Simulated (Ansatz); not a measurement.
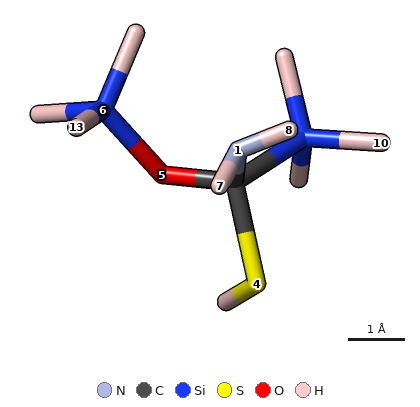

**Figure 1.** The input geometry (stick view, seen at a tilt; atoms are numbered from 1 in the order of the input).

**Run report: CH₉NOSSi₂, nudged elastic band**

System: CH₉NOSSi₂, SMILES NC([SiH3])(S)O[SiH3].
Method: RKS PBE0-D4/def2-SVP (Ansatz 0.2.0).

One setting was made poor on purpose. It belongs to a series of runs on one base structure; here: band between the two ends. Figures and captions count atoms from 1; the log counts them from 0 in places.

Log:
```
Engine: ansatz 0.2.0, x86_64-unknown-linux-gnu
Functional definition: PBE0
  parameter a = 0.25
  parameter kappa = 0.804
  parameter beta = 0.06672455060314922
  exchange = (1 - a)*pbe_x(kappa = kappa, mu = beta*pi^2/3) + a*exact_x
  correlation = pbe_c(beta = beta)
1486 factors; integrals over basis functions are off by at most 4.8e-4 eV
mean field evaluation 1: about -31278.9421 eV, gradient 5.1e1 eV
mean field evaluation 2: about -31273.1059 eV, gradient 7.4e1 eV
mean field evaluation 4: about -31283.8874 eV, gradient 4.1e0 eV
mean field evaluation 8: about -31283.9489 eV, gradient 2.1e-1 eV
mean field evaluation 16: about -31283.9490 eV, gradient 3.0e-5 eV
mean field -31283.94899220 eV, -1149.6639204410 hartree, gradient 3.0e-5 eV, S^2 0.000000; 0 other end points of the search recorded, 0 dependent functions left out
the calculation of the forces begins
reference -31283.94902500 eV, -1149.6639216464 hartree; 37, 37 occupied and 104, 104 virtual orbitals, 1486 factors
1486 factors; integrals over basis functions are off by at most 6.0e-4 eV
mean field evaluation 32: about -31283.9272 eV, gradient 3.4e-5 eV
mean field -31283.92715423 eV, -1149.6631179106 hartree, gradient 3.4e-5 eV, S^2 0.000000; 0 other end points of the search recorded, 0 dependent functions left out
the calculation of the forces begins
reference -31283.92718719 eV, -1149.6631191216 hartree; 37, 37 occupied and 104, 104 virtual orbitals, 1486 factors
NEB end point (image 0): max|allowed force component| = 7.979e-3 eV/Å (the criterion of neb.relax_end_points is 1.000e-2)
NEB end point (image 2): max|allowed force component| = 1.299e-2 eV/Å (the criterion of neb.relax_end_points is 1.000e-2)
1486 factors; integrals over basis functions are off by at most 5.0e-4 eV
mean field -31282.79501158 eV, -1149.6215124356 hartree, gradient 2.8e-5 eV, S^2 0.000000; 0 other end points of the search recorded, 0 dependent functions left out
the calculation of the forces begins
reference -31282.79504424 eV, -1149.6215136359 hartree; 37, 37 occupied and 104, 104 virtual orbitals, 1486 factors
NEB iter   1: max|band force component| = 1.989e0 eV/Å  barrier→ = 1.1590 eV  barrier← = 1.1373 eV  Δτ_max = 0.1981 Å  (81 SCF iters)
these checks for a lower state are left out or cut short: starts, cluster_reference, orbital_swaps, neighbouring_geometries, increment
1486 factors; integrals over basis functions are off by at most 5.8e-4 eV
mean field -31283.27840976 eV, -1149.6392769912 hartree, gradient 1.1e-5 eV, S^2 0.000000; 0 other end points of the search recorded, 0 dependent functions left out
the calculation of the forces begins
reference -31283.27844252 eV, -1149.6392781949 hartree; 37, 37 occupied and 104, 104 virtual orbitals, 1486 factors
NEB iter   2: max|band force component| = 1.349e0 eV/Å  barrier→ = 0.6786 eV  barrier← = 0.6570 eV  Δτ_max = 0.2000 Å  (29 SCF iters)
[... from here on the SCF iterations and repeated set-up lines of each step are left out, up to the last step ...]
NEB iter   3: max|band force component| = 5.085e-1 eV/Å  barrier→ = 0.4622 eV  barrier← = 0.4406 eV  Δτ_max = 0.1974 Å  (29 SCF iters)
NEB iter   4: max|band force component| = 9.449e-1 eV/Å  barrier→ = 0.3917 eV  barrier← = 0.3700 eV  Δτ_max = 0.1006 Å  (29 SCF iters)
NEB iter   5: max|band force component| = 4.581e-1 eV/Å  barrier→ = 0.3215 eV  barrier← = 0.2998 eV  CI = image 1  Δτ_max = 0.1984 Å  (29 SCF iters)
NEB iter   6: max|band force component| = 3.622e-1 eV/Å  barrier→ = 0.3692 eV  barrier← = 0.3476 eV  CI = image 1  Δτ_max = 0.1992 Å  (29 SCF iters)
NEB iter   7: max|band force component| = 3.925e-1 eV/Å  barrier→ = 0.4399 eV  barrier← = 0.4182 eV  CI = image 1  Δτ_max = 0.1991 Å  (29 SCF iters)
NEB iter   8: max|band force component| = 5.682e-1 eV/Å  barrier→ = 0.4694 eV  barrier← = 0.4477 eV  CI = image 1  Δτ_max = 0.1512 Å  (29 SCF iters)
NEB iter   9: max|band force component| = 4.352e-1 eV/Å  barrier→ = 0.4509 eV  barrier← = 0.4293 eV  CI = image 1  Δτ_max = 0.0927 Å  (30 SCF iters)
NEB iter  10: max|band force component| = 1.857e-1 eV/Å  barrier→ = 0.4446 eV  barrier← = 0.4230 eV  CI = image 1  Δτ_max = 0.1153 Å  (29 SCF iters)
NEB iter  11: max|band force component| = 1.191e-1 eV/Å  barrier→ = 0.4369 eV  barrier← = 0.4153 eV  CI = image 1  Δτ_max = 0.0175 Å  (29 SCF iters)
NEB iter  12: max|band force component| = 8.589e-2 eV/Å  barrier→ = 0.4342 eV  barrier← = 0.4125 eV  CI = image 1  Δτ_max = 0.0437 Å  (30 SCF iters)
NEB iter  13: max|band force component| = 1.091e-1 eV/Å  barrier→ = 0.4282 eV  barrier← = 0.4066 eV  CI = image 1  Δτ_max = 0.0218 Å  (29 SCF iters)
NEB iter  14: max|band force component| = 1.154e-1 eV/Å  barrier→ = 0.4257 eV  barrier← = 0.4040 eV  CI = image 1  Δτ_max = 0.0437 Å  (30 SCF iters)
NEB iter  15: max|band force component| = 1.326e-1 eV/Å  barrier→ = 0.4192 eV  barrier← = 0.3976 eV  CI = image 1  Δτ_max = 0.0437 Å  (29 SCF iters)
NEB iter  16: max|band force component| = 1.498e-1 eV/Å  barrier→ = 0.4113 eV  barrier← = 0.3897 eV  CI = image 1  Δτ_max = 0.0873 Å  (29 SCF iters)
NEB iter  17: max|band force component| = 1.856e-1 eV/Å  barrier→ = 0.3916 eV  barrier← = 0.3699 eV  CI = image 1  Δτ_max = 0.1737 Å  (30 SCF iters)
NEB iter  18: max|band force component| = 2.454e-1 eV/Å  barrier→ = 0.3393 eV  barrier← = 0.3177 eV  CI = image 1  Δτ_max = 0.1992 Å  (29 SCF iters)
NEB iter  19: max|band force component| = 2.757e-1 eV/Å  barrier→ = 0.2679 eV  barrier← = 0.2463 eV  CI = image 1  Δτ_max = 0.1990 Å  (29 SCF iters)
NEB iter  20: max|band force component| = 2.828e-1 eV/Å  barrier→ = 0.2189 eV  barrier← = 0.1972 eV  CI = image 1  Δτ_max = 0.1983 Å  (29 SCF iters)
NEB iter  21: max|band force component| = 2.799e-1 eV/Å  barrier→ = 0.2110 eV  barrier← = 0.1894 eV  CI = image 1  Δτ_max = 0.2000 Å  (29 SCF iters)
NEB iter  22: max|band force component| = 1.903e-1 eV/Å  barrier→ = 0.2131 eV  barrier← = 0.1915 eV  CI = image 1  Δτ_max = 0.1985 Å  (28 SCF iters)
NEB iter  23: max|band force component| = 2.211e-1 eV/Å  barrier→ = 0.1798 eV  barrier← = 0.1582 eV  CI = image 1  Δτ_max = 0.0999 Å  (29 SCF iters)
NEB iter  24: max|band force component| = 1.308e-1 eV/Å  barrier→ = 0.1728 eV  barrier← = 0.1512 eV  CI = image 1  Δτ_max = 0.0517 Å  (29 SCF iters)
these checks for a lower state are left out or cut short: starts, cluster_reference, orbital_swaps, neighbouring_geometries, increment
1486 factors; integrals over basis functions are off by at most 5.1e-4 eV
mean field -31283.77623751 eV, -1149.6575718235 hartree, gradient 1.2e-5 eV, S^2 0.000000; 0 other end points of the search recorded, 0 dependent functions left out
the calculation of the forces begins
reference -31283.77626980 eV, -1149.6575730099 hartree; 37, 37 occupied and 104, 104 virtual orbitals, 1486 factors
1486 factors; integrals over basis functions are off by at most 5.1e-4 eV
mean field evaluation 224: about -31283.5810 eV, gradient 8.8e0 eV
mean field -31283.77623751 eV, -1149.6575718235 hartree, gradient 1.2e-5 eV, S^2 0.000000; 1 other end points of the search recorded, 0 dependent functions left out
the calculation of the forces begins
reference -31283.77626980 eV, -1149.6575730099 hartree; 37, 37 occupied and 104, 104 virtual orbitals, 1486 factors
NEB iter  25: max|band force component| = 4.301e-2 eV/Å  barrier→ = 0.1712 eV  barrier← = 0.1495 eV  CI = image 1  Δτ_max = 0.0000 Å  (58 SCF iters)
```

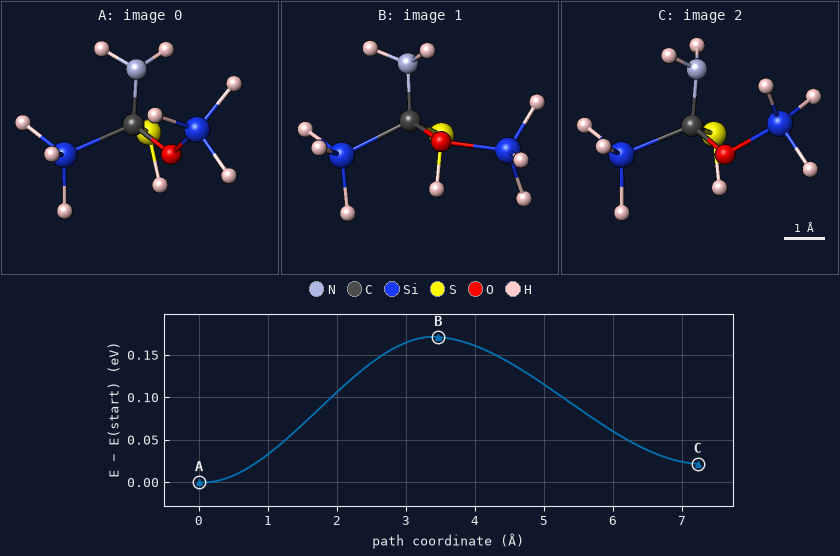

**Figure 2.** Images of the last band (counted from 0; ball-and-stick, seen at a tilt) above the energy along the path; the line is a cubic interpolation that uses the forces. The highest image is number 1, 0.171 eV above the start and 0.150 eV above the end (the climbing image); the end lies 0.022 eV above the start. The path is 7.23 Å long. The band converged in 25 iterations.

```
Total energy: -31284.16544111 eV, -1149.6718747920 hartree
Atom 0 at    -0.947132    -0.661899     1.388624 Å, force    -0.000217     0.023801    -0.025341 eV/Å
Atom 1 at    -0.203384    -0.429271     0.180023 Å, force     0.013021    -0.016254    -0.006016 eV/Å
Atom 2 at     1.133340    -1.754715    -0.185205 Å, force    -0.019945    -0.034371     0.026368 eV/Å
Atom 3 at    -1.479754    -0.453636    -1.187822 Å, force     0.018310    -0.003804     0.006570 eV/Å
Atom 4 at     0.452782     0.803995     0.233779 Å, force    -0.040180     0.030675     0.008130 eV/Å
Atom 5 at    -0.206793     2.289850    -0.234262 Å, force     0.030124    -0.009720    -0.006848 eV/Å
Atom 6 at    -0.793077     0.099495     2.042374 Å, force     0.015924    -0.019627     0.014528 eV/Å
Atom 7 at    -0.740227    -1.547238     1.840515 Å, force    -0.006603     0.005432    -0.006893 eV/Å
Atom 8 at     1.691383    -1.548752    -1.552974 Å, force     0.000620     0.013094     0.005137 eV/Å
Atom 9 at     0.504587    -3.106077    -0.082768 Å, force     0.002326    -0.011264    -0.008150 eV/Å
Atom 10 at     2.216447    -1.651522     0.839711 Å, force     0.004381     0.018331    -0.011025 eV/Å
Atom 11 at    -0.617174    -0.335610    -2.225692 Å, force    -0.006225     0.002410     0.002189 eV/Å
Atom 12 at    -1.561855     2.518003     0.345014 Å, force     0.004192     0.002893    -0.000675 eV/Å
Atom 13 at     0.757268     3.268029     0.342485 Å, force     0.001107     0.002880     0.011701 eV/Å
Atom 14 at    -0.228214     2.458647    -1.714403 Å, force    -0.016836    -0.004476    -0.009676 eV/Å
Dipole moment:     0.187744    -0.044050     0.158041 e Å
this run last wrote the band of iteration 25 to [file]
```

The last band as extended XYZ (Å, eV, eV/Å):
```
15
Properties=species:S:1:pos:R:3:forces:R:3 image=0 energy=-31284.33659
N    -0.7325   -0.3038    1.2458   -0.0049  -0.0048   0.0040
C    -0.3813   -0.4597   -0.1310   -0.0036  -0.0002  -0.0027
Si    1.2525   -1.4341   -0.3811   -0.0048  -0.0026   0.0006
S    -1.7306   -1.3937   -1.0154    0.0009   0.0023  -0.0038
O    -0.2475    0.7916   -0.7476    0.0080   0.0026   0.0068
Si    0.0165    2.1726    0.1917   -0.0016  -0.0014  -0.0040
H    -1.7329   -0.1578    1.3813    0.0012   0.0005  -0.0003
H    -0.4159   -1.0538    1.8530    0.0037   0.0029  -0.0057
H     1.4634   -1.6133   -1.8439    0.0017   0.0001   0.0005
H     1.1495   -2.7586    0.3045    0.0021   0.0004  -0.0005
H     2.3956   -0.6665    0.2044    0.0005  -0.0013  -0.0003
H    -1.3704   -1.0099   -2.2587   -0.0015  -0.0014   0.0059
H    -1.1746    2.5761    0.9933   -0.0009  -0.0002   0.0002
H     1.2140    2.0423    1.0718   -0.0005   0.0019  -0.0001
H     0.2724    3.2179   -0.8389   -0.0002   0.0011  -0.0007
15
Properties=species:S:1:pos:R:3:forces:R:3 image=1 energy=-31284.16541
N    -0.9471   -0.6619    1.3886   -0.0002   0.0238  -0.0253
C    -0.2034   -0.4293    0.1800    0.0130  -0.0163  -0.0060
Si    1.1333   -1.7547   -0.1852   -0.0199  -0.0344   0.0264
S    -1.4798   -0.4536   -1.1878    0.0183  -0.0038   0.0066
O     0.4528    0.8040    0.2338   -0.0402   0.0307   0.0081
Si   -0.2068    2.2898   -0.2343    0.0301  -0.0097  -0.0068
H    -0.7931    0.0995    2.0424    0.0159  -0.0196   0.0145
H    -0.7402   -1.5472    1.8405   -0.0066   0.0054  -0.0069
H     1.6914   -1.5488   -1.5530    0.0006   0.0131   0.0051
H     0.5046   -3.1061   -0.0828    0.0023  -0.0113  -0.0081
H     2.2164   -1.6515    0.8397    0.0044   0.0183  -0.0110
H    -0.6172   -0.3356   -2.2257   -0.0062   0.0024   0.0022
H    -1.5619    2.5180    0.3450    0.0042   0.0029  -0.0007
H     0.7573    3.2680    0.3425    0.0011   0.0029   0.0117
H    -0.2282    2.4586   -1.7144   -0.0168  -0.0045  -0.0097
15
Properties=species:S:1:pos:R:3:forces:R:3 image=2 energy=-31284.31494
N    -0.9721   -0.1612    1.0306   -0.0058   0.0130  -0.0122
C    -0.1404   -0.3982   -0.1259    0.0109   0.0026  -0.0110
Si    1.1984   -1.7499    0.0927    0.0059  -0.0079   0.0012
S    -1.3012   -0.9412   -1.4752   -0.0087  -0.0020   0.0013
O     0.5147    0.7767   -0.4858    0.0073  -0.0007   0.0012
Si   -0.1822    2.2651   -0.0555   -0.0028  -0.0027   0.0018
H    -0.5053   -0.3682    1.9105    0.0058  -0.0027   0.0106
H    -1.8740   -0.6274    1.0065   -0.0103  -0.0053   0.0054
H     1.9770   -1.9155   -1.1681   -0.0004  -0.0002   0.0012
H     0.5412   -3.0366    0.4699    0.0003  -0.0027  -0.0009
H     2.1112   -1.3326    1.2048    0.0007  -0.0010  -0.0005
H    -0.3989   -0.7571   -2.4602    0.0012  -0.0007   0.0005
H     0.0053    2.5905    1.3874   -0.0030   0.0035   0.0017
H     0.6210    3.2301   -0.8598    0.0007   0.0040  -0.0004
H    -1.6165    2.3749   -0.4424   -0.0018   0.0028   0.0001
```

The run was set up as follows.

Input file:
```yaml
crystal:
  periodic: [false, false, false]
  atoms:
    - { symbol: "N", position_ang: [-0.732468, -0.303786, 1.245842] }
    - { symbol: C, position_ang: [-0.381325, -0.459741, -0.130969] }
    - { symbol: Si, position_ang: [1.252499, -1.434124, -0.381138] }
    - { symbol: S, position_ang: [-1.73056, -1.393722, -1.015353] }
    - { symbol: O, position_ang: [-0.247465, 0.791574, -0.747564] }
    - { symbol: Si, position_ang: [0.016476, 2.172551, 0.191742] }
    - { symbol: H, position_ang: [-1.732941, -0.157781, 1.38125] }
    - { symbol: H, position_ang: [-0.415888, -1.053795, 1.853033] }
    - { symbol: H, position_ang: [1.46343, -1.613303, -1.843859] }
    - { symbol: H, position_ang: [1.149494, -2.758588, 0.30453] }
    - { symbol: H, position_ang: [2.395591, -0.666493, 0.204442] }
    - { symbol: H, position_ang: [-1.370408, -1.00988, -2.258707] }
    - { symbol: H, position_ang: [-1.174595, 2.576102, 0.993349] }
    - { symbol: H, position_ang: [1.21395, 2.042345, 1.071751] }
    - { symbol: H, position_ang: [0.272408, 3.21794, -0.83895] }
basis:
  gaussian: { orbitals: def2-SVP }
hamiltonian:
  xc: pbe0
  dispersion: d4
neb:
  order_check: false
  images: 1
  f_tol: 0.05
  max_iterations: 60
  initial_path: idpp
  climbing: true
  final_atoms:
    - { symbol: "N", position_ang: [-0.79517065, -0.23674277, 1.1598885] }
    - { symbol: C, position_ang: [-0.16083655, -0.38956539, -0.12846444] }
    - { symbol: Si, position_ang: [1.18964706, -1.74419704, -0.21972836] }
    - { symbol: S, position_ang: [-1.52559908, -0.84748245, -1.30776386] }
    - { symbol: O, position_ang: [0.43319685, 0.81125819, -0.50821313] }
    - { symbol: Si, position_ang: [-0.17893887, 2.26258022, 0.12834352] }
    - { symbol: H, position_ang: [-0.1941298, -0.4998517, 1.93736669] }
    - { symbol: H, position_ang: [-1.69127864, -0.7061594, 1.24915314] }
    - { symbol: H, position_ang: [1.75505077, -1.81902658, -1.59739836] }
    - { symbol: H, position_ang: [0.59571816, -3.0577012, 0.16986034] }
    - { symbol: H, position_ang: [2.2708865, -1.39728803, 0.75734342] }
    - { symbol: H, position_ang: [-0.79225313, -0.59125893, -2.40995218] }
    - { symbol: H, position_ang: [0.23910232, 2.49069256, 1.54117202] }
    - { symbol: H, position_ang: [0.48900924, 3.28503594, -0.72704757] }
    - { symbol: H, position_ang: [-1.65620619, 2.38900559, -0.01516074] }
```

Launch command:
```bash
ansatz run input.yaml --threads 2 --pin off --max-ram 3072MiB --backend cpu --events-out ev --progress --plain --runs-dir out
```

Results in brief:

- outcome: converged
- barrier, forward: 0.171 eV
- barrier, backward: 0.149 eV
- hardware: 2 threads of Intel Xeon (Sapphire Rapids), 16 GiB of memory available, shared host
- wall time: 2 min (CPU time 3.8 min)
- peak memory: 0.45 GiB

Notes:

A deliberately poor setting: few images. The order of the saddle point was not checked.
